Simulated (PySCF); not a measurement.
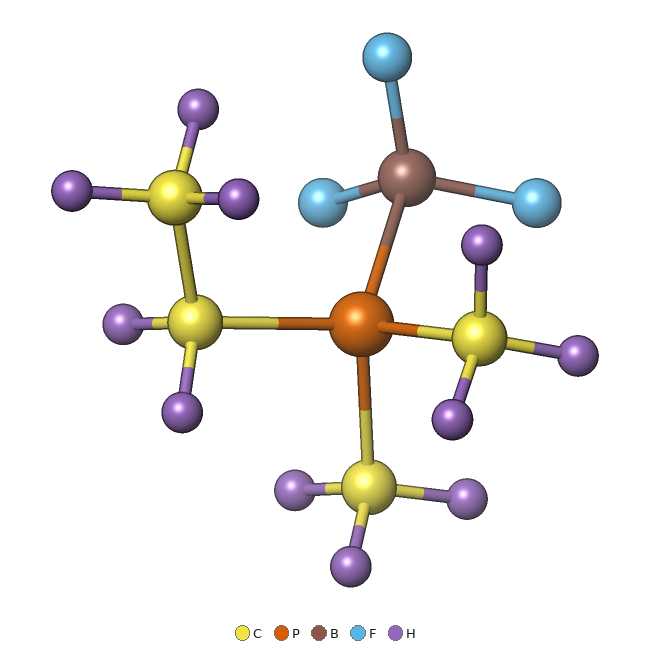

The computed structure is the end point of a GFN2-xTB optimisation. No frequency run is at hand to confirm it as a minimum. Properties computed with PBE0/pcSseg-1, gas phase (PySCF 2.14.0).

Predict the main results.

The species is C4H11BF3P (`CC[P+](C)(C)[B-](F)(F)F`).
- dipole moment: 6.76 D
- HOMO energy (Kohn–Sham orbital): −8.10 eV
- LUMO energy (Kohn–Sham orbital): 0.61 eV
- HOMO–LUMO gap: 8.71 eV

The geometry is semi-empirical. Around B, P such bond lengths and angles can be off by a tenth of an ångström or more and by several degrees, and values that hang on the shape move with them.
